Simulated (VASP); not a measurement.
Band structure of CaZn5 (space group P6/mmm). All values below come from LDA (Ceperley-Alder, Perdew-Zunger), VASP's LDA PAW potentials (set 64) (plane waves; VASP).

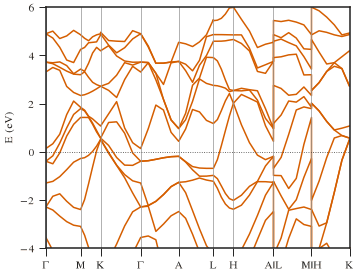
Figure. Bands along high-symmetry lines, zero at the valence-band maximum or, without a gap, the Fermi level

Problem. Read the plot: is there a gap, and where are the band edges?

Solution. It has no gap at this level: it comes out as a metal or semimetal.

The structure comes from a computed database's CaZn5 entry (P6/mmm); how it stands against other phases isn't given here. The cell was not relaxed at this level.
